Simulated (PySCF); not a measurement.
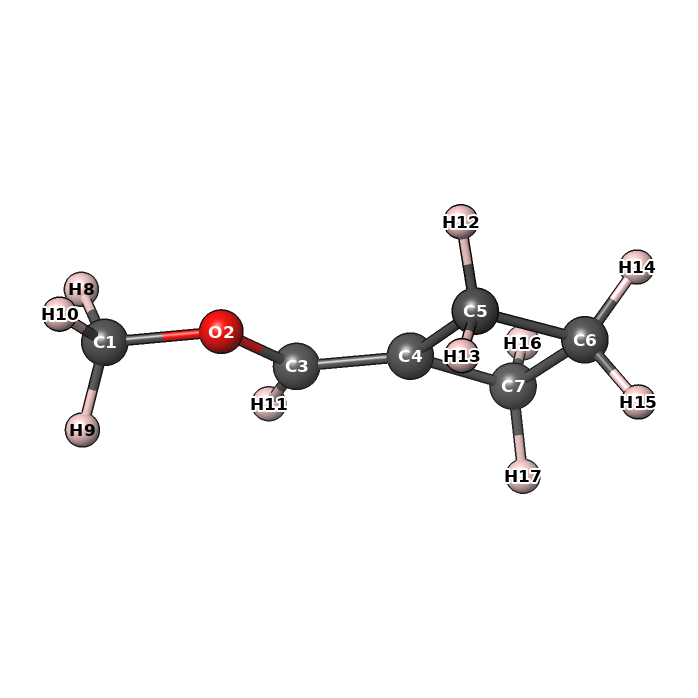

Charge +1, doublet. The computed structure is the end point of a GFN2-xTB optimisation. No frequency run is at hand to confirm it as a minimum. Level of theory: UKS B3LYP, pcH-1 on C H O, non-relativistic (PySCF 2.14.0). Fermi-contact and spin-dipolar terms alone, no spin-orbit part.

Which nucleus has the largest dipolar (anisotropic) hyperfine coupling?

Answer. 17O at O2: principal values −91.8, 44.9, 46.9 MHz.

List the isotropic and dipolar parts for the most strongly coupled nuclei, one of each equivalent set. Atoms whose distances differ by more than 0.02 Å in this geometry are listed apart.

```json
{"atom": "O2", "isotope": "17O", "a_iso (MHz)": "−30.0", "dipolar part (MHz)": "−91.8, 44.9, 46.9"}
{"atom": "C4", "isotope": "13C", "a_iso (MHz)": "28.2", "dipolar part (MHz)": "−36.9, −35.5, 72.3"}
{"atom": "C3", "isotope": "13C", "a_iso (MHz)": "−1.8", "dipolar part (MHz)": "−23.5, −19.8, 43.2"}
{"atom": "H11", "isotope": "1H", "a_iso (MHz)": "−19.6", "dipolar part (MHz)": "−11.0, −4.4, 15.4"}
{"atom": "H16", "isotope": "1H", "a_iso (MHz)": "94.4", "dipolar part (MHz)": "−4.5, −2.2, 6.6"}
{"atom": "H17", "isotope": "1H", "a_iso (MHz)": "96.3", "dipolar part (MHz)": "−4.5, −2.2, 6.6"}
{"atom": "H13", "isotope": "1H", "a_iso (MHz)": "87.7", "dipolar part (MHz)": "−4.3, −1.8, 6.1"}
{"atom": "H12", "isotope": "1H", "a_iso (MHz)": "86.9", "dipolar part (MHz)": "−4.3, −1.7, 6.0"}
```
